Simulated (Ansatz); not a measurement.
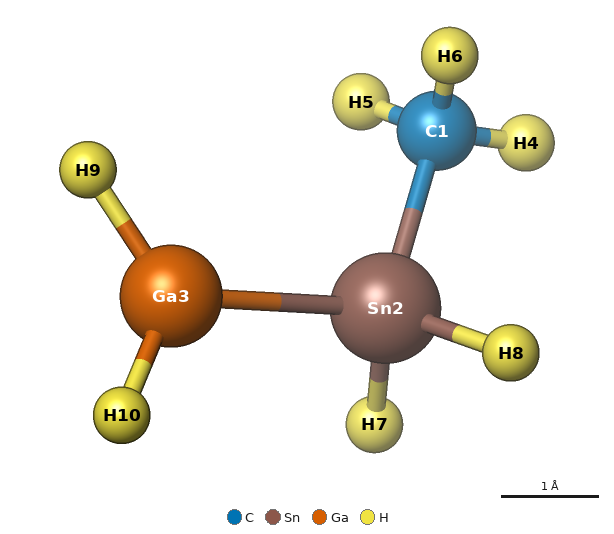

Orthographic view. Atoms fade into the background with distance from the viewer. Computed geometry: PBE0-D4/def2-TZVP optimisation.

Give the geometry as a Z-matrix, atoms in numerical order, with these reference atoms: 2 to 1; 3 to 2, 1; 4 to 1, 2, 3; 5 to 1, 4, 2; 6 to 1, 5, 4; 7 to 2, 1, 5; 8 to 2, 7, 1; 9 to 3, 2, 8; 10 to 3, 9, 2.

```
C  
Sn   1   2.149
Ga   2   2.622   1   113.9
H    1   1.090   2   109.9   3  -179.6
H    1   1.090   4   109.1   2  -120.6
H    1   1.090   5   108.9   4   118.9
H    2   1.717   1   107.9   5    63.2
H    2   1.717   7   106.0   1  -115.5
H    3   1.576   2   121.1   8   124.4
H    3   1.574   9   118.0   2  -179.9
```
